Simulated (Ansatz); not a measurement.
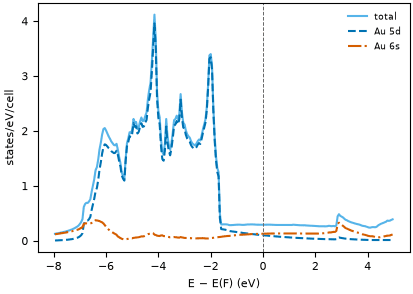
Figure: Total and projected density of states of Au (fcc (Cu type), Fm-3m), plane-wave PAW PBE (Ansatz code)

Q: Which orbitals carry the states next to the Fermi level?

A: Within 0.5 eV of the Fermi level: Au 6s 44 %, Au 5d 35 %, outside the projected shells 21 %. Projections are on Löwdin-orthogonalised atomic valence shells; empty p or d shells of many metals are not among them.

Q: Where is the tallest occupied peak in this window, and what makes it?

A: Near -4.1 eV, about 4.1 states/eV per cell; the largest projected share is Au 5d.

The cell was relaxed with PBE under the symmetry of its start. Scalar-relativistic: spin–orbit coupling is off unless named, which matters more the heavier the elements.

Potentials: the later of the program's two PAW sets.
